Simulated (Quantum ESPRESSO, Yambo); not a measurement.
# V2O5 (Pmmn): G0W0 in Yambo against the bands

How does the gap of V2O5 (Pmmn) converge in the bands?

Calculated with Yambo 5.3.0; LDA and many-body steps on it, plane waves.

**1. The structure**

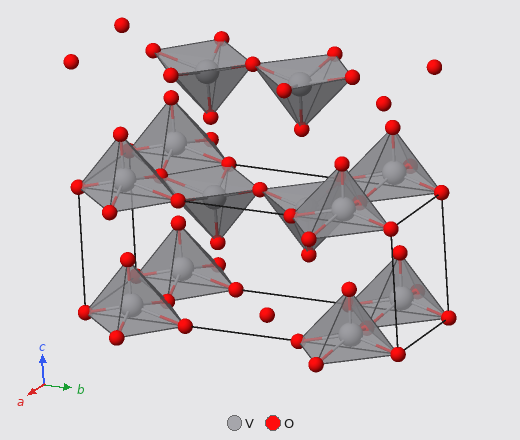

The starting structure, seen slightly off an axis (vanadium grey, oxygen red). 1×1×2 cells are drawn. Bonds to atoms that aren't drawn are left out. Some periodic images of atoms are drawn too.

Coordinates:

```cif
data_structure
_symmetry_space_group_name_H-M 'Pmmn:1'
_symmetry_Int_Tables_number 59
_cell_length_a 3.5640
_cell_length_b 11.5120
_cell_length_c 4.3680
_cell_angle_alpha 90.000
_cell_angle_beta 90.000
_cell_angle_gamma 90.000
_cell_volume 179.21
loop_
_atom_site_label
_atom_site_type_symbol
_atom_site_symmetry_multiplicity
_atom_site_Wyckoff_symbol
_atom_site_fract_x
_atom_site_fract_y
_atom_site_fract_z
_atom_site_occupancy
V1 V 4 e 0.00000 0.85118 0.10830 1
O1 O 4 e 0.00000 0.85430 0.46900 1
O2 O 4 e 0.00000 0.68110 0.99700 1
O3 O 2 a 0.00000 0.00000 0.99900 1
```

The cell and positions come from the Crystallography Open Database and are kept as given unless a step says otherwise.

**2. 76 bands**

This step: Yambo 5.3.0; G0W0 on LDA, plane waves, norm-conserving pseudopotentials.

G0W0 replaces the xc potential by the self-energy, built once from these orbitals. Only a window of levels is corrected, while the sums run over the empty bands that the input names.

gw1.in

```
HF_and_locXC
gw0
dyson
ppa
em1d
rim_cut
RandQpts= 1000000
RandGvec= 1 RL
EXXRLvcs= 76 Ry
VXCRLvcs= 304 Ry
Chimod= "HARTREE"
% BndsRnXp
 1 | 76 |
%
NGsBlkXp= 5.5 Ry
% LongDrXp
 1 | 1 | 1 |
%
% GbndRnge
 1 | 76 |
%
DysSolver= "n"
ExtendOut
PPAPntXp= 27.21138 eV
% QPkrange
 9 | 9 | 55 | 58 |
 1 | 1 | 55 | 58 |
 3 | 3 | 55 | 58 |
%
```

Launch:

```bash
OMP_NUM_THREADS=2 mpirun -n 4 yambo -F gw1.in -J gw1 -C gw1 > gw1.log
```

What it wrote:

```text
 Yambo, version 5.3.0

 [02] CORE Variables Setup
 =========================

  [... cell, symmetries and grids as in the set-up ...]

  [02.05] Energies & Occupations
  ==============================

  [X] === General ===
  [X] Electronic Temperature                        :  0.000000  0.000000 [eV K]
  [X] Bosonic    Temperature                        :  0.000000  0.000000 [eV K]
  [X] Finite Temperature mode                       : no
  [X] El. density                                   :  0.62495E+24 [cm-3]
  [X] Fermi Level                                   :  3.895378 [eV]

  [X] === Gaps and Widths ===
  [X] Conduction Band Min                           :  1.746738 [eV]
  [X] Valence Band Max                              :  0.000000 [eV]
  [X] Filled Bands                                  :   56
  [X] Empty Bands                                   :    57   403
  [X] Direct Gap                                    :  1.998940 [eV]
  [X] Direct Gap localized at k                     :  3
  [X] Indirect Gap                                  :  1.746738 [eV]
  [X] Indirect Gap between kpts                     :   9   1
  [X] Last valence band width                       :  0.637697 [eV]
  [X] 1st conduction band width                     :  0.575954 [eV]

 [03] Transferred momenta grid and indexing
 ==========================================

 IBZ Q-points                                      :   9
 BZ  Q-points                                      :  16

 K/Q-points units:
 rlu = crystal or reduced units; cc = cartesian coordinates; iku = interal k-units

 Q [1]          [rlu]:  0.000000  0.000000  0.000000
 Q [2]          [rlu]:  0.000000  0.000000  0.250000
 Q [3]          [rlu]:  0.000000  0.000000 -0.500000
 Q [4]          [rlu]:  0.250000  0.000000  0.000000
 Q [5]          [rlu]:  0.250000  0.000000  0.250000
 Q [6]          [rlu]:  0.250000  0.000000 -0.500000
 Q [7]          [rlu]: -0.500000  0.000000  0.000000
 Q [8]          [rlu]: -0.500000  0.000000  0.250000
 Q [9]          [rlu]: -0.500000  0.000000 -0.500000

 [04] Coloumb potential Random Integration (RIM)
 ===============================================

  [04.01] RIM initialization
  ==========================

  * Diagonal components only detected *

  8 x (sBL volume)        :  0.102551 [a.u.]
  sBZ random points       :  1000000
  Points outside the sBZ  :   7992674
  RL volume               :  0.205103 [a.u.]
  Integrated volume       :  0.205291 [a.u.]

  [04.02] RIM integrals
  =====================

  Gamma point sphere radius             :  0.084905 [a.u.]
  Points outside the sphere             :   799890
  [Int_sBZ(q=0) 1/q^2]*(Vol_sBZ)^(-1/3) =:  7.564707
                                 should be <:  7.795600

  Summary of Coulomb integrals for non-metallic bands |Q|[au] RIM/Bare

  Q [1] 0.100000E-4 0.970382 * Q [2] 0.190300 0.908610
  Q [4] 0.233229 1.034405 * Q [5] 0.301015 1.014425
  Q [3] 0.380600 0.981810 * Q [6] 0.446377 0.997319
  Q [7] 0.466459 1.015374 * Q [8] 0.503784 1.011018
  Q [9] 0.602030 1.004686

 [05] Dipoles
 ============

  [05.01] Setup: observables and procedures
  =========================================

  [WARNING] [x,Vnl] slows the Dipoles computation. To neglect it rename the ns.kb_pp file

 [06] Dynamic Dielectric Matrix (PPA)
 ====================================

 [WR./gw1//ndb.pp]---------------------------------------------------------------
  Brillouin Zone Q/K grids (IBZ/BZ)                :   9  16   9  16
  RL vectors                                       :  16355 [WF]
  Coulomb cutoff potential                         : none
  Electronic Temperature                           :  0.000000 [K]
  Bosonic    Temperature                           :  0.000000 [K]
  PPA    diel. fun.  energies                      : Slater exchange(X)+Perdew & Wang(C)
  wavefunctions                                    : Slater exchange(X)+Perdew & Wang(C)
  Global Gauge                                     : length
  X matrix size                                    :  299
[...]
X Hxc Kernel                                     : HARTREE
  X Drude frequency                                :  0.000000  0.000000
  X poles                                          :  100.0000 [o/o]
  RL vectors in the sum                            :  16355
  [r,Vnl] included                                 : yes
  Field direction                                  :  0.577350E-5  0.577350E-5  0.577350E-5
  BZ energy Double Grid                            : no
  BZ energy DbGd points                            : 0
  BZ Q point size factor                           : -1.000000
  X Optical Averaged directions                    : none

 [07] Local Exchange-Correlation + Non-Local Fock
 ================================================

 [VXC] Plane waves :  108349
 [EXS] Plane waves :  13565

 QP @ state[ 1 ] K range:  1  1
 QP @ state[ 1 ] b range:   55   58
 QP @ state[ 2 ] K range:  3  3
 QP @ state[ 2 ] b range:   55   58
 QP @ state[ 3 ] K range:   9   9
 QP @ state[ 3 ] b range:   55   58

 [xc] Functional : Slater exchange(X)+Perdew & Wang(C)
 [xc] LIBXC used to calculate xc functional
  PP Number of Atomic Species                      :  2
  NLCC RL compoments                               :  108349
  PP Number of Atomic Species                      :  2
  NLCC RL compoments                               :  108349

 [xc] E_xc :  -67.51094 [Ha]
      E_xc :  -135.0219 [Ry]

  Local XC kind (lXC) : Slater exchange(X)+Perdew & Wang(C)
  Non-Local XC kind (nlXC) : Hartree-Fock

  Corrections @ K [1] :  [eV]
 <55|nlXC|55> = -24.54709 -0.14059E-16 <55|lXC|55> = -19.38250  0.000000
 <56|nlXC|56> = -24.26531 -0.90136E-18 <56|lXC|56> = -19.77310  0.000000
 <57|nlXC|57> = -14.11019 -0.36224E-17 <57|lXC|57> = -21.89534  0.37763E-15
 <58|nlXC|58> = -14.45943 -0.54196E-18 <58|lXC|58> = -21.70626  0.000000

  Corrections @ K [3] :  [eV]
 <55|nlXC|55> = -24.63140 -0.16302E-16 <55|lXC|55> = -19.96590 -0.37763E-15
 <56|nlXC|56> = -24.73021  0.82885E-17 <56|lXC|56> = -20.01216  0.18882E-15
[...]
Corrections @ K [9] :  [eV]
[...]
<56|nlXC|56> = -24.71195 -0.67897E-17 <56|lXC|56> = -19.95462  0.000000
 <57|nlXC|57> = -14.90687  0.26735E-18 <57|lXC|57> = -22.34385  0.000000
 <58|nlXC|58> = -14.90684 -0.10421E-17 <58|lXC|58> = -22.34383  0.23602E-16

  [07.01] Hartree-Fock occupations report
  =======================================

  [Hartree-Fock] === General ===
  [Hartree-Fock] Electronic Temperature             :  0.000000  0.000000 [eV K]
  [Hartree-Fock] Bosonic    Temperature             :  0.000000  0.000000 [eV K]
  [Hartree-Fock] Finite Temperature mode            : no
  [Hartree-Fock] El. density                        :  0.62495E+24 [cm-3]
  [Hartree-Fock] Fermi Level                        :  3.895378 [eV]

  [Hartree-Fock] === Gaps and Widths ===
  [Hartree-Fock] Conduction Band Min                :  1.809317 [eV]
  [Hartree-Fock] Valence Band Max                   : -0.100608 [eV]
  [Hartree-Fock] Filled Bands                       :   56
  [Hartree-Fock] Empty Bands                        :    57   403
  [Hartree-Fock] Direct Gap                         :  2.185512 [eV]
  [Hartree-Fock] Direct Gap localized at k          :   6
  [Hartree-Fock] Indirect Gap                       :  1.909925 [eV]
  [Hartree-Fock] Indirect Gap between kpts          :   6   2
  [Hartree-Fock] Last valence band width            :  5.029299 [eV]
  [Hartree-Fock] 1st conduction band width          :  7.950349 [eV]

 [08] Dyson equation: Newton solver
 ==================================

  [08.01] G0W0 (W PPA)
  ====================

  [  GW  ] Bands range     :    1   76
  [GW/PPA] G damping       :  0.100000 [eV]

  QP @ state[ 1 ] K range:  1  1
  QP @ state[ 1 ] b range:   55   58
  QP @ state[ 2 ] K range:  3  3
  QP @ state[ 2 ] b range:   55   58
  QP @ state[ 3 ] K range:   9   9
  QP @ state[ 3 ] b range:   55   58

   Sc/G bands                                       :    1   76
   Sc/G damping                                     :  0.100000 ev
   Sc bands terminator                              : no
   Sx RL components                                 :  13565

   QP @ state[ 1 ] K range                          :  1  1
   QP @ state[ 1 ] b range                          :   55   58
   QP @ state[ 2 ] K range                          :  3  3
   QP @ state[ 2 ] b range                          :   55   58
   QP @ state[ 3 ] K range                          :   9   9
   QP @ state[ 3 ] b range                          :   55   58
   GF energies kind                                 : Slater exchange(X)+Perdew & Wang(C)
   GF WF`s kind                                     : Slater exchange(X)+Perdew & Wang(C)
   Xs energies kind                                 : Slater exchange(X)+Perdew & Wang(C)
   Xs WF`s kind                                     : Slater exchange(X)+Perdew & Wang(C)

 [11] Game Over & Game summary
```

The job ended after 58 s (4 MPI ranks of AMD EPYC 7R43, shared host; peak memory 5.1 GiB; 6.5 min of CPU time).

This step gave:

```yaml
g0w0_gap_on_the_points_computed: 3.986 eV
starting_gap_on_the_mesh: 1.747 eV
k_of_the_valence_top: -0.5, 0, -0.5
k_of_the_conduction_bottom: 0, 0, 0
least_direct_g0w0_gap_on_the_computed_points: 4.270 eV
z_at_the_valence_top: 0.7074
z_at_the_conduction_bottom: 0.7236
```

The gap on the mesh goes from 1.75 eV to 3.99 eV, a correction of +2.24 eV.

**3. 99 bands**

gw2.in, as its differences from gw1.in of step 2:

```diff
@@ -12,3 +12,3 @@
 % BndsRnXp
- 1 | 76 |
+ 1 | 99 |
 %
@@ -19,3 +19,3 @@
 % GbndRnge
- 1 | 76 |
+ 1 | 99 |
 %
```

Launch:

```bash
OMP_NUM_THREADS=2 mpirun -n 4 yambo -F gw2.in -J gw2 -C gw2 > gw2.log
```

What it wrote:

```text
 Yambo, version 5.3.0

 [02] CORE Variables Setup
 =========================

  [... cell, symmetries and grids as in the set-up ...]

  [02.05] Energies & Occupations
  ==============================

  [X] === General ===
  [X] Electronic Temperature                        :  0.000000  0.000000 [eV K]
  [X] Bosonic    Temperature                        :  0.000000  0.000000 [eV K]
  [X] Finite Temperature mode                       : no
  [X] El. density                                   :  0.62495E+24 [cm-3]
  [X] Fermi Level                                   :  3.895378 [eV]

  [X] === Gaps and Widths ===
  [X] Conduction Band Min                           :  1.746738 [eV]
  [X] Valence Band Max                              :  0.000000 [eV]
  [X] Filled Bands                                  :   56
  [X] Empty Bands                                   :    57   403
  [X] Direct Gap                                    :  1.998940 [eV]
  [X] Direct Gap localized at k                     :  3
  [X] Indirect Gap                                  :  1.746738 [eV]
  [X] Indirect Gap between kpts                     :   9   1
  [X] Last valence band width                       :  0.637697 [eV]
  [X] 1st conduction band width                     :  0.575954 [eV]

 [03] Transferred momenta grid and indexing
 ==========================================

 IBZ Q-points                                      :   9
 BZ  Q-points                                      :  16

 K/Q-points units:
 rlu = crystal or reduced units; cc = cartesian coordinates; iku = interal k-units

 Q [1]          [rlu]:  0.000000  0.000000  0.000000
 Q [2]          [rlu]:  0.000000  0.000000  0.250000
 Q [3]          [rlu]:  0.000000  0.000000 -0.500000
[...]
[Hartree-Fock] === Gaps and Widths ===
  [Hartree-Fock] Conduction Band Min                :  1.809317 [eV]
  [Hartree-Fock] Valence Band Max                   : -0.100608 [eV]
  [Hartree-Fock] Filled Bands                       :   56
  [Hartree-Fock] Empty Bands                        :    57   403
  [Hartree-Fock] Direct Gap                         :  2.185512 [eV]
  [Hartree-Fock] Direct Gap localized at k          :   6
  [Hartree-Fock] Indirect Gap                       :  1.909925 [eV]
  [Hartree-Fock] Indirect Gap between kpts          :   6   2
  [Hartree-Fock] Last valence band width            :  5.029299 [eV]
  [Hartree-Fock] 1st conduction band width          :  7.950349 [eV]

 [08] Dyson equation: Newton solver
 ==================================

  [08.01] G0W0 (W PPA)
  ====================

  [  GW  ] Bands range     :    1   99
  [GW/PPA] G damping       :  0.100000 [eV]

  QP @ state[ 1 ] K range:  1  1
  QP @ state[ 1 ] b range:   55   58
  QP @ state[ 2 ] K range:  3  3
  QP @ state[ 2 ] b range:   55   58
  QP @ state[ 3 ] K range:   9   9
  QP @ state[ 3 ] b range:   55   58

   Sc/G bands                                       :    1   99
   Sc/G damping                                     :  0.100000 ev
   Sc bands terminator                              : no
   Sx RL components                                 :  13565

   QP @ state[ 1 ] K range                          :  1  1
   QP @ state[ 1 ] b range                          :   55   58
   QP @ state[ 2 ] K range                          :  3  3
   QP @ state[ 2 ] b range                          :   55   58
   QP @ state[ 3 ] K range                          :   9   9
   QP @ state[ 3 ] b range                          :   55   58
   GF energies kind                                 : Slater exchange(X)+Perdew & Wang(C)
   GF WF`s kind                                     : Slater exchange(X)+Perdew & Wang(C)
   Xs energies kind                                 : Slater exchange(X)+Perdew & Wang(C)
   Xs WF`s kind                                     : Slater exchange(X)+Perdew & Wang(C)

 [11] Game Over & Game summary
```

It took 84 s on 4 MPI ranks; peak memory 5.1 GiB; 9.3 min of CPU time.

This step gave:

| Quantity | Value |
| --- | --- |
| G0W0 gap on the points computed | 3.812 eV |
| starting gap on the mesh | 1.747 eV |
| k of the valence top | -0.5, 0, -0.5 |
| k of the conduction bottom | 0, 0, 0 |
| least direct G0W0 gap on the computed points | 4.080 eV |
| Z at the valence top | 0.7344 |
| Z at the conduction bottom | 0.7434 |

Against the run before, the gap moves by −0.173 eV.

**4. 143 bands**

gw3.in, as its differences from gw2.in of step 3:

```diff
@@ -12,3 +12,3 @@
 % BndsRnXp
- 1 | 99 |
+ 1 | 143 |
 %
@@ -19,3 +19,3 @@
 % GbndRnge
- 1 | 99 |
+ 1 | 143 |
 %
```

Launch:

```bash
OMP_NUM_THREADS=2 mpirun -n 4 yambo -F gw3.in -J gw3 -C gw3 > gw3.log
```

What it wrote:

```text
 Yambo, version 5.3.0

 [02] CORE Variables Setup
 =========================

  [... cell, symmetries and grids as in the set-up ...]

  [02.05] Energies & Occupations
  ==============================

  [X] === General ===
  [X] Electronic Temperature                        :  0.000000  0.000000 [eV K]
  [X] Bosonic    Temperature                        :  0.000000  0.000000 [eV K]
  [X] Finite Temperature mode                       : no
  [X] El. density                                   :  0.62495E+24 [cm-3]
[...]
QP @ state[ 1 ] b range                          :   55   58
   QP @ state[ 2 ] K range                          :  3  3
   QP @ state[ 2 ] b range                          :   55   58
   QP @ state[ 3 ] K range                          :   9   9
   QP @ state[ 3 ] b range                          :   55   58
   GF energies kind                                 : Slater exchange(X)+Perdew & Wang(C)
   GF WF`s kind                                     : Slater exchange(X)+Perdew & Wang(C)
   Xs energies kind                                 : Slater exchange(X)+Perdew & Wang(C)
   Xs WF`s kind                                     : Slater exchange(X)+Perdew & Wang(C)

 [11] Game Over & Game summary
```

Elapsed: 2.4 min, on 4 MPI ranks; peak memory 5.2 GiB.

This step gave:

```yaml
g0w0_gap_on_the_points_computed: 3.682 eV
starting_gap_on_the_mesh: 1.747 eV
k_of_the_valence_top: -0.5, 0, -0.5
k_of_the_conduction_bottom: 0, 0, 0
least_direct_g0w0_gap_on_the_computed_points: 3.967 eV
```

Against the run before, the gap moves by −0.130 eV.

[end of part 1 of 2]

[Paths, hosts, dates, memory and timing lines, banners, echoed tables and standing remarks are left out of the program output.]

[Logs are printed without paths, hosts, clocks, repeated set-up lines and the standing remarks that a program may print on its own settings, such as how far it seeks lower states.]

[Runs of the session that timed out or met a known fault of the program may be left out.]

[Hosts, paths, dates, database ids (printed as entryN), source tags and the programs' standing remarks are cut or masked in the printed files.]
